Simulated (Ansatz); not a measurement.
# CH₆N₂Si: a spread of methods and bases

Aim: run CH₆N₂Si under a spread of inputs, and see what each costs and gives.

The runs use Ansatz 0.2.0, Gaussian basis; the settings change from run to run.

## (1) The relaxed structure

An earlier PBE0-D4 in a triple-zeta def2 set relaxation fixed the geometry.

SMILES `NC1N[SiH2]1`, 10 atoms, charge 0, spin multiplicity 1.

Atoms are counted from 1 here; the program's logs count them from 0.

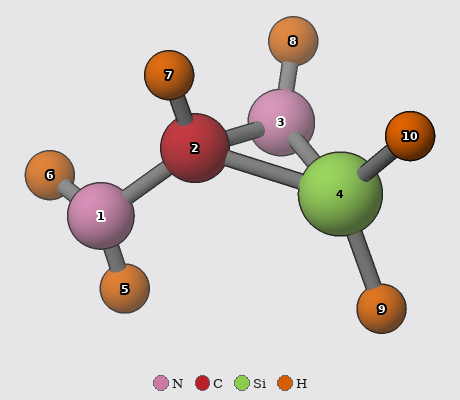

The geometry (nitrogen pink, carbon red, silicon green, hydrogen orange); atoms are numbered from 1 in the order of the file.

Coordinates:

```
N    -0.91514    1.09039    0.88885
C     0.21962    0.44038    0.32593
N     0.19587    0.05300   -1.12308
Si    0.38650   -1.33266   -0.11984
H    -1.76724    0.57884    0.70108
H    -1.02851    2.01977    0.49739
H     1.14410    0.92809    0.64008
H     0.88523    0.46857   -1.73300
H    -0.73782   -2.29569   -0.11410
H     1.70050   -2.00179    0.03960
```

## (2) BLYP/ANO-RCC-VTZP

This run has D4 dispersion, the search for lower states set to light.

in.yaml reads:

```yaml
crystal:
  periodic: [false, false, false]
  atoms:
    - {symbol: N, position_ang: [-0.915137, 1.090394, 0.888846]}
    - {symbol: C, position_ang: [0.219616, 0.440378, 0.325927]}
    - {symbol: N, position_ang: [0.195868, 0.052999, -1.123083]}
    - {symbol: Si, position_ang: [0.386501, -1.332664, -0.119837]}
    - {symbol: H, position_ang: [-1.767245, 0.578843, 0.701078]}
    - {symbol: H, position_ang: [-1.028506, 2.019767, 0.497386]}
    - {symbol: H, position_ang: [1.144096, 0.928090, 0.640081]}
    - {symbol: H, position_ang: [0.885229, 0.468574, -1.733005]}
    - {symbol: H, position_ang: [-0.737819, -2.295692, -0.114096]}
    - {symbol: H, position_ang: [1.700496, -2.001788, 0.039603]}
basis:
  gaussian: {orbitals: ANO-RCC-VTZP}
hamiltonian: {xc: {name: BLYP}, dispersion: d4}
scf: {lower_state_search: light}
```

The run is started by

```sh
> ansatz run in.yaml --threads 2 --pin off --events-out ev --progress --plain --max-ram 4352MiB
```

Output:

```text
Functional definition: BLYP
  name "BLYP"
  cite "Becke, Phys. Rev. A 38, 3098 (1988) doi:10.1103/PhysRevA.38.3098"
  cite "Lee, Yang & Parr, Phys. Rev. B 37, 785 (1988) doi:10.1103/PhysRevB.37.785"
  parameter beta = 0.0042
  parameter a = 0.04918
  parameter b = 0.132
  parameter c = 0.2533
  parameter d = 0.349
  exchange = b88_x(beta = beta)
  correlation = lyp_c(a = a, b = b, c = c, d = d)
1372 factors; their error is unknown
mean field evaluation 1: about -11992.5419 eV, gradient 9.3e1 eV
mean field evaluation 2: about -11834.8452 eV, gradient 2.2e2 eV
mean field evaluation 4: about -12009.6939 eV, gradient 1.6e1 eV
mean field evaluation 8: about -12010.4764 eV, gradient 3.7e-1 eV
mean field evaluation 16: about -12010.4363 eV, gradient 2.8e-4 eV
mean field -12010.43626625 eV, -441.3753918185 hartree, gradient 5.1e-5 eV, S^2 0.000000; 0 other end points of the search recorded, 0 dependent functions left out
reference -12010.43670296 eV, -441.3754078673 hartree; 20, 20 occupied and 188, 188 virtual orbitals, 1372 factors
Total energy: -12010.85587743 eV, -441.3908122449 hartree
Relativity: scalar
```

It took 6 s on 2 threads of Arm Neoverse V1, shared host.

## (3) B2PLYP/6-31G*

This run has charge +1, multiplicity 2, atoms shaken by 0.03 Å.

in.yaml reads:

```yaml
crystal:
  periodic: [false, false, false]
  atoms:
    - {symbol: N, position_ang: [-0.881036, 1.123966, 0.855046]}
    - {symbol: C, position_ang: [0.217789, 0.416920, 0.334445]}
    - {symbol: N, position_ang: [0.256812, 0.048594, -1.099992]}
    - {symbol: Si, position_ang: [0.383268, -1.298693, -0.113752]}
    - {symbol: H, position_ang: [-1.813593, 0.592605, 0.795577]}
    - {symbol: H, position_ang: [-1.081618, 1.981837, 0.458877]}
    - {symbol: H, position_ang: [1.174076, 0.922846, 0.642746]}
    - {symbol: H, position_ang: [0.869590, 0.477591, -1.716992]}
    - {symbol: H, position_ang: [-0.743277, -2.270521, -0.107638]}
    - {symbol: H, position_ang: [1.733137, -1.961801, 0.067119]}
basis:
  gaussian: {orbitals: "6-31G*"}
total_charge: 1
magnetization: {spin_polarized: true, initial_magnetization: 1}
hamiltonian: {xc: {name: B2PLYP}}
output: {forces: true}
```

Launched as before.

Output, shortened:

```text
Functional definition: B2PLYP
  name "B2PLYP"
  cite "Grimme, J. Chem. Phys. 124, 034108 (2006) doi:10.1063/1.2148954"
  cite "Becke, Phys. Rev. A 38, 3098 (1988) doi:10.1103/PhysRevA.38.3098"
  cite "Lee, Yang & Parr, Phys. Rev. B 37, 785 (1988) doi:10.1103/PhysRevB.37.785"
[...]
779 factors; integrals over basis functions are off by at most 8.6e-4 eV
[...]
mean field -11968.24895087 eV, -439.8250365739 hartree, gradient 2.4e-6 eV, S^2 0.760276; 6 other end points of the search recorded, 0 dependent functions left out
8 core orbitals not correlated: weight in the atoms' cores, before any rotation towards them, 1.000 or more for the frozen orbitals, at most 0.000 for the correlated occupied ones
reference -11968.24908957 eV, -439.8250416709 hartree; 12, 11 occupied and 56, 57 virtual orbitals, 779 factors
second order -17.05719112 eV of doubles, -0.00000000 eV of singles
[...]
Atom 0 at    -0.881036     1.123966     0.855046 Å, force    -2.671090    -3.880381    -1.861820 eV/Å
Atom 1 at     0.217789     0.416920     0.334445 Å, force     3.381953     1.922030     2.420496 eV/Å
Atom 2 at     0.256812     0.048594    -1.099992 Å, force    -2.645754    -0.454870    -0.154677 eV/Å
Atom 3 at     0.383268    -1.298693    -0.113752 Å, force     0.617214    -4.278435     0.445884 eV/Å
Atom 4 at    -1.813593     0.592605     0.795577 Å, force     1.456863     0.567451     0.755273 eV/Å
Atom 5 at    -1.081618     1.981837     0.458877 Å, force     0.038366     3.660603    -0.272702 eV/Å
Atom 6 at     1.174076     0.922846     0.642746 Å, force    -0.989058    -0.194541    -0.055689 eV/Å
Atom 7 at     0.869590     0.477591    -1.716992 Å, force     1.285546     1.696263    -1.341907 eV/Å
Atom 8 at    -0.743277    -2.270521    -0.107638 Å, force     0.117199     0.401357     0.054850 eV/Å
Atom 9 at     1.733137    -1.961801     0.067119 Å, force    -0.591240     0.560522     0.010293 eV/Å
Dipole moment:    -0.293330     0.562290     0.228379 e Å
```

Run time: 17 s. Hardware: 2 threads of Arm Neoverse V1, shared host.

Largest force 5.065 eV/Å, ⟨S²⟩ 0.760.

## (4) RPBE/aug-cc-pVDZ

Set apart from the defaults: multiplicity 3, D3(BJ) dispersion.

in.yaml reads:

```yaml
crystal:
  periodic: [false, false, false]
  atoms:
    - {symbol: N, position_ang: [-0.915137, 1.090394, 0.888846]}
    - {symbol: C, position_ang: [0.219616, 0.440378, 0.325927]}
    - {symbol: N, position_ang: [0.195868, 0.052999, -1.123083]}
    - {symbol: Si, position_ang: [0.386501, -1.332664, -0.119837]}
    - {symbol: H, position_ang: [-1.767245, 0.578843, 0.701078]}
    - {symbol: H, position_ang: [-1.028506, 2.019767, 0.497386]}
    - {symbol: H, position_ang: [1.144096, 0.928090, 0.640081]}
    - {symbol: H, position_ang: [0.885229, 0.468574, -1.733005]}
    - {symbol: H, position_ang: [-0.737819, -2.295692, -0.114096]}
    - {symbol: H, position_ang: [1.700496, -2.001788, 0.039603]}
basis:
  gaussian: {orbitals: aug-cc-pVDZ}
magnetization: {spin_polarized: true, initial_magnetization: 2}
hamiltonian: {xc: {name: RPBE}, dispersion: d3bj}
output: {forces: true}
```

The command is unchanged.

Output, shortened:

```text
Functional definition: RPBE
  name "RPBE"
  cite "Hammer, Hansen & Nørskov, Phys. Rev. B 59, 7413 (1999) doi:10.1103/PhysRevB.59.7413"
  cite "Perdew, Burke & Ernzerhof, Phys. Rev. Lett. 77, 3865 (1996) doi:10.1103/PhysRevLett.77.3865"
[...]
1413 factors; their error is unknown
[...]
mean field -11986.48546706 eV, -440.4952161829 hartree, gradient 2.8e-5 eV, S^2 2.005776; 8 other end points of the search recorded, 0 dependent functions left out
[...]
reference -11986.48554772 eV, -440.4952191471 hartree; 21, 19 occupied and 129, 131 virtual orbitals, 1413 factors
Total energy: -11987.56394549 eV, -440.5348495339 hartree
Atom 0 at    -0.915137     1.090394     0.888846 Å, force     0.612631    -1.142893     0.386862 eV/Å
Atom 1 at     0.219616     0.440378     0.325927 Å, force    -1.179724     4.918871     0.074778 eV/Å
Atom 2 at     0.195868     0.052999    -1.123083 Å, force    -1.171857     1.111536    -0.556066 eV/Å
Atom 3 at     0.386501    -1.332664    -0.119837 Å, force     0.734715    -6.458872     0.568329 eV/Å
Atom 4 at    -1.767245     0.578843     0.701078 Å, force    -0.508019    -0.338271    -0.164501 eV/Å
Atom 5 at    -1.028506     2.019767     0.497386 Å, force     0.168169     0.746217     0.169957 eV/Å
Atom 6 at     1.144096     0.928090     0.640081 Å, force     0.286497     0.491534    -0.025935 eV/Å
Atom 7 at     0.885229     0.468574    -1.733005 Å, force     1.289002     0.406639    -0.375237 eV/Å
Atom 8 at    -0.737819    -2.295692    -0.114096 Å, force    -0.508547     0.170514     0.106694 eV/Å
Atom 9 at     1.700496    -2.001788     0.039603 Å, force     0.277134     0.094726    -0.184882 eV/Å
Dipole moment:    -0.146515     0.772146    -0.014678 e Å
```

It took 15 s on 2 threads of Arm Neoverse V1, shared host.

Largest force 6.525 eV/Å, dipole 3.78 D, ⟨S²⟩ 2.006.

## (5) B2PLYP/6-31G

This run has charge -1, multiplicity 2, relativity set to none.

Edit in.yaml of step 4 so:

```diff
@@ -14,5 +14,5 @@
 basis:
-  gaussian: {orbitals: aug-cc-pVDZ}
-magnetization: {spin_polarized: true, initial_magnetization: 2}
-hamiltonian: {xc: {name: RPBE}, dispersion: d3bj}
-output: {forces: true}
+  gaussian: {orbitals: 6-31G}
+total_charge: -1
+magnetization: {spin_polarized: true, initial_magnetization: 1}
+hamiltonian: {xc: {name: B2PLYP}, pseudopotentials: {relativity: none}}
```

Launched as before.

Output, shortened:

```text
Functional definition: B2PLYP
  name "B2PLYP"
  cite "Grimme, J. Chem. Phys. 124, 034108 (2006) doi:10.1063/1.2148954"
  cite "Becke, Phys. Rev. A 38, 3098 (1988) doi:10.1103/PhysRevA.38.3098"
  cite "Lee, Yang & Parr, Phys. Rev. B 37, 785 (1988) doi:10.1103/PhysRevB.37.785"
[...]
723 factors; integrals over basis functions are off by at most 2.2e-4 eV
[...]
mean field -11971.97954421 eV, -439.9621333504 hartree, gradient 6.6e-6 eV, S^2 0.754354; 0 other end points of the search recorded, 0 dependent functions left out
8 core orbitals not correlated: weight in the atoms' cores, before any rotation towards them, 1.000 or more for the frozen orbitals, at most 0.000 for the correlated occupied ones
reference -11971.97969019 eV, -439.9621387152 hartree; 13, 12 occupied and 31, 32 virtual orbitals, 723 factors
second order -12.68762798 eV of doubles, -0.00000000 eV of singles
Total energy: -11975.40534975 eV, -440.0880293819 hartree
```

It took 1.9 s on 2 threads of Arm Neoverse V1, shared host.

⟨S²⟩ 0.754.

## (6) SVWN5/6-31G*

This run has charge +1, multiplicity 2, a point charge of 2.00 e beside it.

Edit in.yaml of step 5 so:

```diff
@@ -14,5 +14,6 @@
 basis:
-  gaussian: {orbitals: 6-31G}
-total_charge: -1
+  gaussian: {orbitals: "6-31G*", point_charges: [{charge: 2.00, position_ang: [5.546, -0.274, -0.910]}]}
+total_charge: 1
 magnetization: {spin_polarized: true, initial_magnetization: 1}
-hamiltonian: {xc: {name: B2PLYP}, pseudopotentials: {relativity: none}}
+hamiltonian: {xc: {name: SVWN5}}
+output: {forces: true}
```

The command is unchanged.

Output, shortened:

```text
Functional definition: SVWN5
  name "SVWN5"
  cite "Dirac, Proc. Camb. Phil. Soc. 26, 376 (1930) doi:10.1017/S0305004100016108"
  cite "Slater, Phys. Rev. 81, 385 (1951) doi:10.1103/PhysRev.81.385"
  cite "Vosko, Wilk & Nusair, Can. J. Phys. 58, 1200 (1980) doi:10.1139/p80-159"
[...]
997 factors; their error is unknown
[...]
mean field -11910.60321667 eV, -437.7065949157 hartree, gradient 3.1e-5 eV, S^2 0.751704; 4 other end points of the search recorded, 0 dependent functions left out
[...]
reference -11910.60324678 eV, -437.7065960223 hartree; 20, 19 occupied and 56, 57 virtual orbitals, 997 factors
Total energy: -11910.60324678 eV, -437.7065960223 hartree
Atom 0 at    -0.915137     1.090394     0.888846 Å, force     1.671204    -1.668975    -1.706485 eV/Å
Atom 1 at     0.219616     0.440378     0.325927 Å, force    -1.461133     2.458563     0.916904 eV/Å
Atom 2 at     0.195868     0.052999    -1.123083 Å, force    -0.363706    -1.000420     0.480471 eV/Å
Atom 3 at     0.386501    -1.332664    -0.119837 Å, force    -0.502755    -2.298353    -0.606897 eV/Å
Atom 4 at    -1.767245     0.578843     0.701078 Å, force    -1.012969    -0.534672     0.275216 eV/Å
Atom 5 at    -1.028506     2.019767     0.497386 Å, force     0.137878     1.470763     0.848622 eV/Å
Atom 6 at     1.144096     0.928090     0.640081 Å, force     0.187928     0.721705     0.002697 eV/Å
Atom 7 at     0.885229     0.468574    -1.733005 Å, force     0.511767     0.633017    -0.402564 eV/Å
Atom 8 at    -0.737819    -2.295692    -0.114096 Å, force    -0.344983     0.115592     0.200360 eV/Å
Atom 9 at     1.700496    -2.001788     0.039603 Å, force     0.429034     0.161711     0.070331 eV/Å
Dipole moment:    -0.418087     0.321585     0.063944 e Å
```

Wall time 3 s (2 threads of Arm Neoverse V1, shared host).

Largest force 3.003 eV/Å, ⟨S²⟩ 0.752.

## (7) B97/STO-3G

Options: multiplicity 3, the search for lower states set to light.

Edit in.yaml of step 6 so:

```diff
@@ -14,6 +14,6 @@
 basis:
-  gaussian: {orbitals: "6-31G*", point_charges: [{charge: 2.00, position_ang: [5.546, -0.274, -0.910]}]}
-total_charge: 1
-magnetization: {spin_polarized: true, initial_magnetization: 1}
-hamiltonian: {xc: {name: SVWN5}}
+  gaussian: {orbitals: STO-3G}
+magnetization: {spin_polarized: true, initial_magnetization: 2}
+hamiltonian: {xc: {name: B97}}
+scf: {lower_state_search: light}
 output: {forces: true}
```

Launched as before.

Output, shortened:

```text
Functional definition: B97
  name "B97"
  cite "Becke, J. Chem. Phys. 107, 8554 (1997) doi:10.1063/1.475007"
[...]
      + integral(e_c_pw_opposite_spin*poly(b97_u_opposite, cos0, cos1, cos2))
388 factors; integrals over basis functions are off by at most 3.9e-5 eV
[...]
mean field -11837.79189013 eV, -435.0308280186 hartree, gradient 3.8e-5 eV, S^2 2.007493; 2 other end points of the search recorded, 0 dependent functions left out
[...]
reference -11837.79190544 eV, -435.0308285814 hartree; 21, 19 occupied and 9, 11 virtual orbitals, 388 factors
Total energy: -11837.79190544 eV, -435.0308285814 hartree
Atom 0 at    -0.915137     1.090394     0.888846 Å, force     1.139319    -0.659322     1.728422 eV/Å
Atom 1 at     0.219616     0.440378     0.325927 Å, force     0.056639     6.761107     0.936072 eV/Å
Atom 2 at     0.195868     0.052999    -1.123083 Å, force    -2.751884     1.571933    -1.381942 eV/Å
Atom 3 at     0.386501    -1.332664    -0.119837 Å, force     0.953534   -12.564580     2.815593 eV/Å
Atom 4 at    -1.767245     0.578843     0.701078 Å, force    -1.766407    -1.042914    -0.451672 eV/Å
Atom 5 at    -1.028506     2.019767     0.497386 Å, force    -0.345998     2.119312    -0.532916 eV/Å
Atom 6 at     1.144096     0.928090     0.640081 Å, force     0.384662     0.931793    -0.230054 eV/Å
Atom 7 at     0.885229     0.468574    -1.733005 Å, force     2.544193     1.381277    -1.249510 eV/Å
Atom 8 at    -0.737819    -2.295692    -0.114096 Å, force     0.509041     0.856236    -0.700317 eV/Å
Atom 9 at     1.700496    -2.001788     0.039603 Å, force    -0.723097     0.645158    -0.933676 eV/Å
Dipole moment:     0.040167     0.347170    -0.363843 e Å
```

Run time: 3.8 s. Hardware: 2 threads of Arm Neoverse V1, shared host.

Largest force 12.911 eV/Å, dipole 2.42 D, ⟨S²⟩ 2.007.

## (8) CAM-B3LYP/def2-SVP

This run has density fitting with cc-pVTZ-jkfit.

Edit in.yaml of step 7 so:

```diff
@@ -14,6 +14,4 @@
 basis:
-  gaussian: {orbitals: STO-3G}
-magnetization: {spin_polarized: true, initial_magnetization: 2}
-hamiltonian: {xc: {name: B97}}
-scf: {lower_state_search: light}
+  gaussian: {orbitals: def2-SVP, fitting: {mean_field: cc-pVTZ-jkfit}}
+hamiltonian: {xc: {name: CAM-B3LYP}}
 output: {forces: true}
```

Launched as before.

Output, shortened:

```text
Functional definition: CAM-B3LYP
  name "CAM-B3LYP"
  cite "Yanai, Tew & Handy, Chem. Phys. Lett. 393, 51 (2004) doi:10.1016/j.cplett.2004.06.011"
  cite "Iikura, Tsuneda, Yanai & Hirao, J. Chem. Phys. 115, 3540 (2001) doi:10.1063/1.1383587"
  cite "Becke, Phys. Rev. A 38, 3098 (1988) doi:10.1103/PhysRevA.38.3098"
  cite "Lee, Yang & Parr, Phys. Rev. B 37, 785 (1988) doi:10.1103/PhysRevB.37.785"
  cite "Vosko, Wilk & Nusair, Can. J. Phys. 58, 1200 (1980) doi:10.1139/p80-159"
[...]
  # Exact exchange under (alpha + beta erf(omega r))/r, Becke's under what is left of 1/r.
[...]
538 factors; integrals over basis functions are off by at most 1.3e-1 eV
538 factors; integrals over basis functions are off by at most 4.3e-7 eV
[...]
mean field -11983.52217478 eV, -440.3863172002 hartree, gradient 2.5e-5 eV, S^2 0.000000; 0 other end points of the search recorded, 0 dependent functions left out
[...]
Atom 0 at    -0.915137     1.090394     0.888846 Å, force     0.214953    -0.089020     0.189600 eV/Å
Atom 1 at     0.219616     0.440378     0.325927 Å, force    -0.301497     0.000039    -0.192454 eV/Å
Atom 2 at     0.195868     0.052999    -1.123083 Å, force    -0.059974     0.167345     0.187198 eV/Å
Atom 3 at     0.386501    -1.332664    -0.119837 Å, force    -0.040002    -0.455895     0.060649 eV/Å
Atom 4 at    -1.767245     0.578843     0.701078 Å, force    -0.229664    -0.106201    -0.044044 eV/Å
Atom 5 at    -1.028506     2.019767     0.497386 Å, force    -0.040875     0.225030    -0.106435 eV/Å
Atom 6 at     1.144096     0.928090     0.640081 Å, force     0.289021     0.157205     0.090742 eV/Å
Atom 7 at     0.885229     0.468574    -1.733005 Å, force     0.140671     0.147933    -0.235646 eV/Å
Atom 8 at    -0.737819    -2.295692    -0.114096 Å, force     0.001482    -0.036518     0.035625 eV/Å
Atom 9 at     1.700496    -2.001788     0.039603 Å, force     0.025886    -0.009917     0.014764 eV/Å
Dipole moment:     0.150845    -0.001721    -0.166944 e Å
```

Run time: 1.5 s. Hardware: 2 threads of Arm Neoverse V1, shared host.

Largest force 0.462 eV/Å, dipole 1.08 D.

## (9) B3LYP5/x2c-TZVPPall

Set apart from the defaults: the search for lower states set to off.

Edit in.yaml of step 8 so:

```diff
@@ -14,4 +14,5 @@
 basis:
-  gaussian: {orbitals: def2-SVP, fitting: {mean_field: cc-pVTZ-jkfit}}
-hamiltonian: {xc: {name: CAM-B3LYP}}
+  gaussian: {orbitals: x2c-TZVPPall}
+hamiltonian: {xc: {name: B3LYP5}}
+scf: {lower_state_search: off}
 output: {forces: true}
```

The command is unchanged.

Output, shortened:

```text
Functional definition: B3LYP5
  name "B3LYP5"
  cite "Stephens, Devlin, Chabalowski & Frisch, J. Phys. Chem. 98, 11623 (1994) doi:10.1021/j100096a001"
  cite "Becke, Phys. Rev. A 38, 3098 (1988) doi:10.1103/PhysRevA.38.3098"
  cite "Lee, Yang & Parr, Phys. Rev. B 37, 785 (1988) doi:10.1103/PhysRevB.37.785"
  cite "Vosko, Wilk & Nusair, Can. J. Phys. 58, 1200 (1980) doi:10.1139/p80-159"
[...]
1146 factors; their error is unknown
[...]
mean field -12008.37750346 eV, -441.2997336816 hartree, gradient 9.2e-6 eV, S^2 0.000000; 0 other end points of the search recorded, 0 dependent functions left out
[...]
reference -12008.37775007 eV, -441.2997427444 hartree; 20, 20 occupied and 199, 199 virtual orbitals, 1146 factors
Total energy: -12008.37775007 eV, -441.2997427444 hartree
Relativity: scalar
Atom 0 at    -0.915137     1.090394     0.888846 Å, force    -0.184398     0.129586     0.098981 eV/Å
Atom 1 at     0.219616     0.440378     0.325927 Å, force     0.283099     0.021478     0.228904 eV/Å
Atom 2 at     0.195868     0.052999    -1.123083 Å, force     0.018673     0.005893    -0.337216 eV/Å
Atom 3 at     0.386501    -1.332664    -0.119837 Å, force     0.029876    -0.302886     0.041502 eV/Å
Atom 4 at    -1.767245     0.578843     0.701078 Å, force    -0.037630     0.020195     0.011884 eV/Å
Atom 5 at    -1.028506     2.019767     0.497386 Å, force    -0.036847     0.038626     0.012302 eV/Å
Atom 6 at     1.144096     0.928090     0.640081 Å, force    -0.063708    -0.002115    -0.017111 eV/Å
Atom 7 at     0.885229     0.468574    -1.733005 Å, force    -0.003317     0.015844    -0.031354 eV/Å
Atom 8 at    -0.737819    -2.295692    -0.114096 Å, force     0.081335     0.047449     0.001609 eV/Å
Atom 9 at     1.700496    -2.001788     0.039603 Å, force    -0.087083     0.025931    -0.009501 eV/Å
Dipole moment:     0.151307    -0.015075    -0.166236 e Å
Checks for a lower state left out: stability, starts, cluster_reference, orbital_swaps, neighbouring_geometries, increment
```

Wall time 4.5 s (2 threads of Arm Neoverse V1, shared host); peak memory 0.5 GiB.

Largest force 0.365 eV/Å, dipole 1.08 D.

## (10) All runs side by side

```
              level  charge  multiplicity               geometry  functions  energy (eV)   time
  BLYP/ANO-RCC-VTZP       0             1                relaxed        208   -12010.856    6 s
      B2PLYP/6-31G*       1             2                 shaken         76   -11972.855   17 s
   RPBE/aug-cc-pVDZ       0             3                relaxed        150   -11987.564   15 s
       B2PLYP/6-31G      -1             2                relaxed         52   -11975.405  1.9 s
       SVWN5/6-31G*       1             2  relaxed, point charge         76   -11910.603    3 s
         B97/STO-3G       0             3                relaxed         30   -11837.792  3.8 s
 CAM-B3LYP/def2-SVP       0             1                relaxed         90   -11983.522  1.5 s
B3LYP5/x2c-TZVPPall       0             1                relaxed        219   -12008.378  4.5 s
```

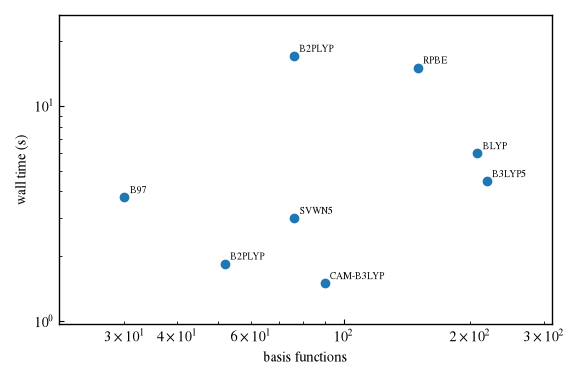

Wall time against the number of basis functions (shared host).

## (11) Outcome

```
                                         quantity                      value
                                             runs                          8
                                         quickest  CAM-B3LYP/def2-SVP, 1.5 s
                                          slowest        B2PLYP/6-31G*, 17 s
spread of total energies, same state and geometry                    27.3 eV
                  dipole, same state and geometry             1.08 to 1.08 D
```

In words: B2PLYP/6-31G* took 11 times as long as CAM-B3LYP/def2-SVP. The jobs differ in tasks and options as well as level. Total energies at one charge and spin differ by 27 eV between levels, so only differences within one level mean anything. Some of these runs are scalar-relativistic and others not, which shifts the totals of all-electron atoms past neon by eV; core potentials, where a basis has them, take the core out of the total altogether. At the PBE0-D4/def2-TZVP geometry and in the same state, runs without warnings or point charges leave forces up to 0.46 eV/Å (CAM-B3LYP/def2-SVP).
